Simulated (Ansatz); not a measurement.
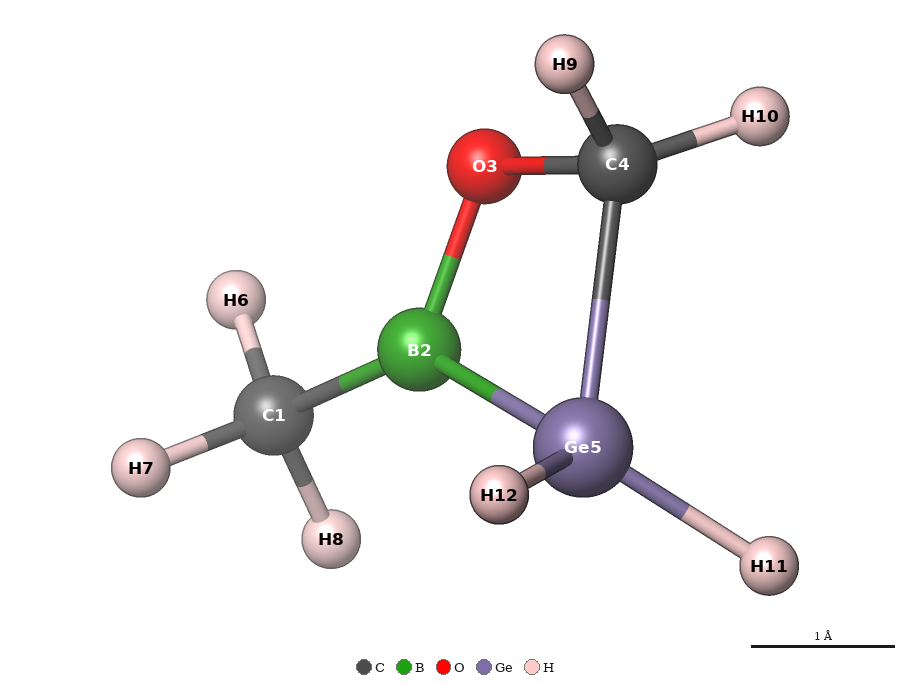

Orthographic view. Atoms fade into the background with distance from the viewer. The computed structure is the end point of a PBE-D4/def2-SVP optimisation. No frequency run is at hand to confirm it as a minimum.

Give the geometry as a Z-matrix, atoms in numerical order, with these reference atoms: 2 to 1; 3 to 2, 1; 4 to 3, 2, 1; 5 to 4, 3, 2; 6 to 1, 2, 3; 7 to 1, 6, 2; 8 to 1, 6, 7; 9 to 4, 3, 2; 10 to 4, 9, 3; 11 to 5, 4, 9; 12 to 5, 11, 4.

```
C  
B    1   1.560
O    2   1.369   1   124.4
C    3   1.464   2   107.4   1   179.8
Ge   4   2.027   3    92.8   2     0.1
H    1   1.109   2   112.7   3     4.5
H    1   1.112   6   108.9   2   122.1
H    1   1.111   6   109.2   7   114.9
H    4   1.109   3   109.5   2  -120.2
H    4   1.109   9   109.1   3   119.7
H    5   1.555   4   113.7   9  -129.1
H    5   1.555  11   107.8   4  -127.6
```
